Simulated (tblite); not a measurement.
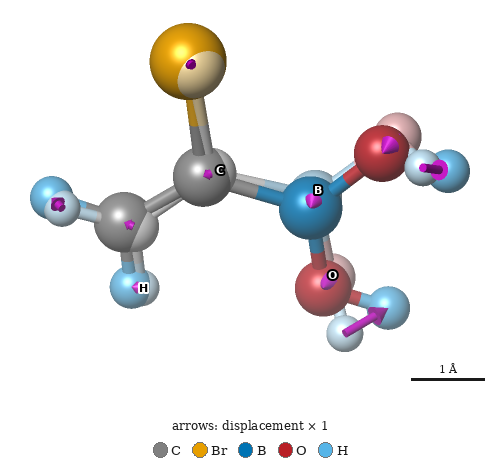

A relaxation of C₂H₄BBrO₂. The starting structure is drawn faded, the final one solid; purple arrows show the displacements, at their true length. The two geometries are superimposed by the best rigid fit.

The picture is a ball-and-stick view, seen at a tilt.

These are results of GFN2-xTB geometry optimisation, gas phase in tblite 0.8.0, not measurements. 

> What happened in the run?

After 44 geometry steps the energy has fallen by 138.2 kJ/mol. The atom that moves furthest after the best rigid fit is an H atom (0.78 Å). By element the largest moves are H 0.78 Å, O 0.50 Å, B 0.31 Å, C 0.14 Å, Br 0.12 Å. Near-neighbour distances that change, for instance: B–O 1.463 → 1.346 Å, H–O 0.995 → 0.958 Å, C–C 1.348 → 1.325 Å, C–H 1.086 → 1.078 Å. Bond angles that change, for instance: B–O–H 104.6° → 119.4°, B–O–H 104.1° → 117.6°, O–B–O 118.9° → 125.3°. Groups turn about B–O by about 90°, B–O by about 90°. Cost: 0.21 s on 1 thread of Arm Neoverse V1, with other jobs on the host.
